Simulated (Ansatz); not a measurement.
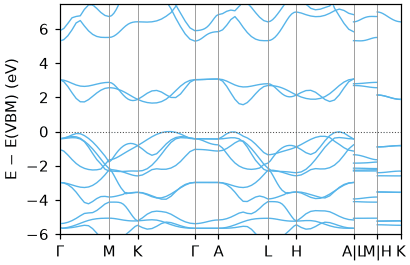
Figure: Band structure from PBE in the plane-wave PAW code Ansatz

The gap is 1.46 eV; an edge lies off the plotted path or next to a special point (maximum on the K–Γ line, 55 % of the way from K, minimum off the standard path).

The material is PtS₂ (CdI2 type, P-3m1).

The cell was relaxed with PBE under the symmetry of its start. The run is not spin-polarised. The volume lies over 15 % above that of the usual cell of this phase: another minimum, or an error of the functional. A crystal of weakly bound layers computed without a dispersion correction: the cell and the soft elastic constants depend strongly on that. Scalar-relativistic: spin–orbit coupling is off unless named, which matters more the heavier the elements.

Potentials: the later of the program's two PAW sets.
